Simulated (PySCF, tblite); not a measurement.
# 3-methoxypyridine: a rotation path, then NMR shifts on frames, part 2 of 2

tblite 0.8.0 and PySCF 2.14.0. Atoms count from 0. The steps go on from the part before.

### Step 5. NMR shieldings: image 4, PBE0/pcSseg-1

What the job is given:

```
{"job": {"kind": "nmr", "xc": "PBE0", "basis": "pcSseg-1", "pop": false}, "charge": 0, "multiplicity": 1}
C      2.458700     0.052700    -0.427500
O      1.620500     0.271400     0.687100
C      0.280900     0.045800     0.446800
C     -0.533800     1.053600    -0.059300
C     -1.882800     0.794000    -0.226500
C     -2.358900    -0.464900     0.108600
N     -1.588700    -1.428200     0.583900
C     -0.303400    -1.180500     0.752400
H      2.473900    -1.006700    -0.708700
H      3.455700     0.364300    -0.120700
H      2.141100     0.644300    -1.293400
H     -0.110200     2.017200    -0.303200
H     -2.548300     1.555700    -0.603500
H     -3.402600    -0.721700    -0.010500
H      0.293500    -1.989100     1.152600
```

Level: GIAO PBE0/pcSseg-1 NMR shielding, non-relativistic, gas phase.

The log of the run:

```text
coarse grid: 13008 points
cycle   1  E = -362.2242648883  dE =  1.430e+00  |g| = 5.295e-01  |ddm| = 3.680e+00
cycle   2  E = -362.1852187081  dE =  3.905e-02  |g| = 7.211e-01  |ddm| = 1.220e+00
cycle   3  E = -362.2791166067  dE = -9.390e-02  |g| = 8.759e-02  |ddm| = 7.168e-01
cycle   4  E = -362.2804443773  dE = -1.328e-03  |g| = 3.714e-02  |ddm| = 8.927e-02
cycle   5  E = -362.2807428498  dE = -2.985e-04  |g| = 1.428e-02  |ddm| = 4.758e-02
cycle   6  E = -362.2807913261  dE = -4.848e-05  |g| = 4.459e-03  |ddm| = 1.842e-02
cycle   7  E = -362.2807957039  dE = -4.378e-06  |g| = 8.760e-04  |ddm| = 4.274e-03
final grid: 127056 points
cycle   8  E = -362.3373647081  dE = -2.609e-05  |g| = 1.153e-02  |ddm| = 3.457e-02
cycle   9  E = -362.3373384992  dE =  2.621e-05  |g| = 1.681e-02  |ddm| = 2.197e-02
cycle  10  E = -362.3373900983  dE = -5.160e-05  |g| = 1.563e-03  |ddm| = 1.381e-02
cycle  11  E = -362.3373906632  dE = -5.650e-07  |g| = 3.434e-04  |ddm| = 1.832e-03
cycle  12  E = -362.3373906854  dE = -2.219e-08  |g| = 1.729e-04  |ddm| = 4.849e-04
cycle  13  E = -362.3373906927  dE = -7.259e-09  |g| = 2.813e-05  |ddm| = 1.824e-04
cycle  14  E = -362.3373906928  dE = -1.511e-10  |g| = 1.018e-05  |ddm| = 2.678e-05
converged SCF energy = -362.3373906928

GIAO shielding tensors (ppm)
atom      isotropic    diamagn.    paramagn.     s11        s22        s33       span
  0 C      120.137     244.860    -124.723     86.157     93.739    180.515     94.357
  1 O      268.664     399.862    -131.198    219.807    254.120    332.065    112.258
  2 C       21.224     257.615    -236.391    -71.400     16.091    118.981    190.381
  3 C       50.586     252.812    -202.226    -48.897     30.012    170.644    219.541
  4 C       58.039     258.486    -200.448    -53.610     53.726    174.000    227.609
  5 C       35.340     251.430    -216.090    -72.417     28.920    149.517    221.934
  6 N      -99.056     331.282    -430.339   -419.874   -175.495    298.200    718.074
  7 C       35.392     250.848    -215.456    -63.151     31.302    138.025    201.177
  8 H       27.924      29.723      -1.800     23.717     26.433     33.621      9.904
  9 H       27.330      28.254      -0.924     24.230     24.443     33.317      9.087
 10 H       28.104      30.300      -2.196     23.949     26.833     33.530      9.582
 11 H       24.016      32.329      -8.313     20.822     22.814     28.412      7.590
 12 H       24.268      30.880      -6.612     21.465     23.645     27.694      6.229
 13 H       22.931      28.907      -5.976     19.124     23.020     26.649      7.524
 14 H       22.844      30.810      -7.966     19.041     21.399     28.093      9.052
```

It took 54 s on 1 thread, shared host.

This run: δ C2 165.7, C5 151.6, C7 151.5, C3 136.3, H14 8.87, H13 8.79 ppm.

### Step 6. Nuclear shieldings: image 6, PBE0/pcSseg-1

What the job is given:

```
{"job": {"kind": "nmr", "xc": "PBE0", "basis": "pcSseg-1", "pop": false}, "charge": 0, "multiplicity": 1}
C      2.454400     0.262600    -0.460400
O      1.648900    -0.218000     0.594000
C      0.296100    -0.194300     0.421200
C     -0.409800     0.817000    -0.224300
C     -1.785100     0.701500    -0.333100
C     -2.404800    -0.419400     0.194000
N     -1.745600    -1.363700     0.846200
C     -0.441000    -1.249900     0.968200
H      2.386400    -0.411300    -1.321500
H      3.474400     0.267300    -0.081200
H      2.187300     1.272700    -0.776600
H      0.093500     1.682700    -0.628100
H     -2.359600     1.472000    -0.824000
H     -3.469100    -0.578300     0.092600
H      0.069600    -2.032900     1.511100
```

With the program's defaults for keys left out, this is: GIAO PBE0/pcSseg-1 NMR shielding, non-relativistic, gas phase.

The log of the run:

```text
coarse grid: 13008 points
cycle   1  E = -362.2267017053  dE =  1.453e+00  |g| = 5.207e-01  |ddm| = 3.670e+00
cycle   2  E = -362.1873718901  dE =  3.933e-02  |g| = 7.137e-01  |ddm| = 1.166e+00
cycle   3  E = -362.2800749447  dE = -9.270e-02  |g| = 9.890e-02  |ddm| = 6.805e-01
cycle   4  E = -362.2818412404  dE = -1.766e-03  |g| = 3.845e-02  |ddm| = 9.686e-02
cycle   5  E = -362.2821640080  dE = -3.228e-04  |g| = 1.393e-02  |ddm| = 4.770e-02
cycle   6  E = -362.2822105872  dE = -4.658e-05  |g| = 4.738e-03  |ddm| = 1.821e-02
cycle   7  E = -362.2822156737  dE = -5.086e-06  |g| = 9.875e-04  |ddm| = 4.744e-03
final grid: 127056 points
cycle   8  E = -362.3386900840  dE = -2.771e-05  |g| = 1.175e-02  |ddm| = 3.489e-02
cycle   9  E = -362.3386587078  dE =  3.138e-05  |g| = 1.769e-02  |ddm| = 2.189e-02
cycle  10  E = -362.3387164738  dE = -5.777e-05  |g| = 1.808e-03  |ddm| = 1.426e-02
cycle  11  E = -362.3387172517  dE = -7.779e-07  |g| = 3.455e-04  |ddm| = 2.091e-03
cycle  12  E = -362.3387172746  dE = -2.286e-08  |g| = 1.789e-04  |ddm| = 4.882e-04
cycle  13  E = -362.3387172827  dE = -8.090e-09  |g| = 2.899e-05  |ddm| = 1.802e-04
cycle  14  E = -362.3387172828  dE = -1.464e-10  |g| = 1.283e-05  |ddm| = 3.077e-05
converged SCF energy = -362.3387172828

GIAO shielding tensors (ppm)
atom      isotropic    diamagn.    paramagn.     s11        s22        s33       span
  0 C      129.201     245.360    -116.158     99.839    106.110    181.654     81.815
  1 O      255.051     398.034    -142.983    154.040    284.469    326.644    172.604
  2 C       23.688     257.351    -233.663    -65.184     17.536    118.711    183.895
  3 C       62.441     256.893    -194.451    -33.508     34.333    186.499    220.006
  4 C       59.195     257.243    -198.048    -52.917     55.317    175.184    228.101
  5 C       38.962     251.282    -212.319    -65.653     33.863    148.677    214.330
  6 N      -97.449     330.827    -428.277   -416.306   -176.048    300.006    716.311
  7 C       38.430     250.295    -211.865    -54.726     34.149    135.867    190.594
  8 H       28.128      29.689      -1.561     24.276     25.906     34.201      9.926
  9 H       27.532      28.130      -0.598     23.638     25.762     33.197      9.558
 10 H       27.456      30.359      -2.903     22.626     26.967     32.776     10.150
 11 H       24.241      33.345      -9.104     19.998     23.249     29.475      9.477
 12 H       24.381      31.179      -6.798     21.553     23.779     27.812      6.259
 13 H       23.175      28.847      -5.672     19.350     23.365     26.810      7.460
 14 H       22.991      30.464      -7.473     18.972     21.993     28.007      9.035
```

It took 56 s on 1 thread, shared host.

Key values: δ C2 163.2, C7 148.5, C5 148.0, C4 127.7, H14 8.73, H13 8.54 ppm.

### Step 7. Nuclear shieldings: image 8, PBE0/pcSseg-1

What the job is given:

```
{"job": {"kind": "nmr", "xc": "PBE0", "basis": "pcSseg-1", "pop": false}, "charge": 0, "multiplicity": 1}
C      2.456500     0.391300    -0.373500
O      1.645700    -0.497300     0.358600
C      0.298600    -0.357200     0.278300
C     -0.376200     0.604900    -0.466500
C     -1.763000     0.609100    -0.439800
C     -2.423000    -0.337800     0.322900
N     -1.786500    -1.255900     1.035400
C     -0.473000    -1.266200     1.015500
H      2.269400     0.312000    -1.449200
H      3.482200     0.093100    -0.164500
H      2.308400     1.427300    -0.052500
H      0.153100     1.337800    -1.056600
H     -2.314100     1.343700    -1.006900
H     -3.502500    -0.371000     0.371500
H      0.020000    -2.026000     1.605500
```

Method: GIAO PBE0/pcSseg-1 NMR shielding, non-relativistic, gas phase.

The log of the run:

```text
coarse grid: 13008 points
cycle   1  E = -362.2319340155  dE =  1.460e+00  |g| = 5.131e-01  |ddm| = 3.674e+00
cycle   2  E = -362.1935766528  dE =  3.836e-02  |g| = 7.034e-01  |ddm| = 1.160e+00
cycle   3  E = -362.2840565986  dE = -9.048e-02  |g| = 1.019e-01  |ddm| = 6.699e-01
cycle   4  E = -362.2859506192  dE = -1.894e-03  |g| = 3.871e-02  |ddm| = 9.731e-02
cycle   5  E = -362.2862799851  dE = -3.294e-04  |g| = 1.345e-02  |ddm| = 4.725e-02
cycle   6  E = -362.2863233833  dE = -4.340e-05  |g| = 4.819e-03  |ddm| = 1.778e-02
cycle   7  E = -362.2863288303  dE = -5.447e-06  |g| = 9.769e-04  |ddm| = 4.850e-03
final grid: 127056 points
cycle   8  E = -362.3425206200  dE = -3.578e-05  |g| = 1.186e-02  |ddm| = 4.252e-02
cycle   9  E = -362.3424881849  dE =  3.244e-05  |g| = 1.795e-02  |ddm| = 2.171e-02
cycle  10  E = -362.3425474921  dE = -5.931e-05  |g| = 1.937e-03  |ddm| = 1.430e-02
cycle  11  E = -362.3425483780  dE = -8.859e-07  |g| = 3.443e-04  |ddm| = 2.193e-03
cycle  12  E = -362.3425483990  dE = -2.096e-08  |g| = 1.990e-04  |ddm| = 5.103e-04
cycle  13  E = -362.3425484092  dE = -1.018e-08  |g| = 3.036e-05  |ddm| = 1.966e-04
cycle  14  E = -362.3425484094  dE = -1.760e-10  |g| = 1.182e-05  |ddm| = 2.940e-05
converged SCF energy = -362.3425484094

GIAO shielding tensors (ppm)
atom      isotropic    diamagn.    paramagn.     s11        s22        s33       span
  0 C      131.390     245.817    -114.427    103.418    112.437    178.314     74.896
  1 O      237.901     397.132    -159.231    134.019    281.299    298.385    164.366
  2 C       24.674     257.943    -233.268    -61.538     15.222    120.340    181.878
  3 C       68.079     257.911    -189.832    -24.684     44.244    184.678    209.362
  4 C       58.784     256.970    -198.187    -53.957     55.083    175.225    229.182
  5 C       40.108     251.147    -211.039    -65.813     37.373    148.765    214.578
  6 N      -96.870     330.546    -427.417   -414.207   -177.259    300.854    715.060
  7 C       40.220     249.527    -209.307    -50.703     34.894    136.469    187.173
  8 H       28.002      29.970      -1.968     24.662     25.656     33.688      9.026
  9 H       27.374      27.938      -0.564     22.968     26.108     33.046     10.077
 10 H       27.988      29.962      -1.973     24.631     25.654     33.680      9.049
 11 H       24.709      33.923      -9.214     20.639     23.865     29.623      8.984
 12 H       24.375      31.276      -6.901     21.507     23.681     27.937      6.431
 13 H       23.170      28.770      -5.600     19.323     23.325     26.862      7.539
 14 H       22.984      30.272      -7.287     18.716     22.197     28.040      9.324
```

It took 59 s on 1 thread, shared host.

In short: δ C2 162.3, C5 146.8, C7 146.7, C4 128.1, H14 8.73, H13 8.55 ppm.

### Step 8. Run by run: NMR shifts

Shifts (ppm) of some atoms, chosen among heavy atoms and hydrogens apart, with basis size and wall time:

```csv
frame,C5,C7,C3,C0,H11,H8,O1,functions,time
image 0,147.9,135.7,130.6,56.3,7.50,3.86,97.4,171,57 s
image 2,149.0,143.5,134.1,59.7,7.54,4.38,77.3,171,55 s
image 4,151.6,151.5,136.3,66.8,7.70,3.79,67.4,171,54 s
image 6,148.0,148.5,124.5,57.7,7.48,3.59,81.0,171,56 s
image 8,146.8,146.7,118.8,55.5,7.01,3.72,98.2,171,59 s
```

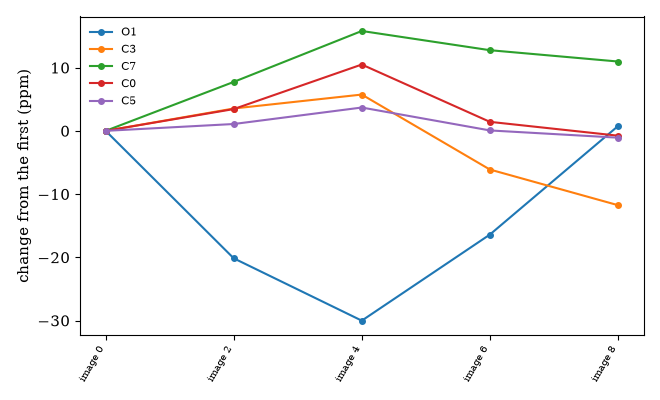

How five of the tabulated atoms move from run to run.

### Step 9. Summary of results

What follows sums up all 2 parts.

| quantity | value |
| --- | --- |
| barrier | 0.230 eV (5.3 kcal/mol) at image 4 |
| end to end (GFN2-xTB) | 0.013 eV |
| ¹³C shifts against TMS (PBE0/pcSseg-1, image 0) | 161.9, 147.9, 135.7, 130.6, 128.8, 56.3 ppm |
| ¹H shifts against TMS (PBE0/pcSseg-1, image 0) | 8.58, 8.38, 7.50, 7.37, 4.31, 3.87, 3.86 ppm |
| ¹⁷O shifts against H2O (PBE0/pcSseg-1, image 0) | 97.4 ppm |
| ¹⁵N shifts against NH3 (PBE0/pcSseg-1, image 0) | 363.9 ppm |
| range of the shift of O1 | 67.4 to 98.2 ppm |

**Reading.** Along the band the dihedral turns by 180°, and the top (dihedral 273°) lies 5.3 kcal/mol above the start (GFN2-xTB, rough), so at room temperature this motion is fast. Ends this close can change order at a higher level. The top was not checked by a frequency run. Shifts at one fixed geometry are not the observed spectrum, which averages over the motion. In the first frame run (image 0): The largest span, 726 ppm, is at N6, where the paramagnetic term is -427 ppm. NICS(1)zz of -28 ppm above the planar ring from C2 marks a diatropic (aromatic) ring current. Across the 5 runs the shift of O1 moves most, between 67.4 (image 4) and 98.2 ppm (image 8).
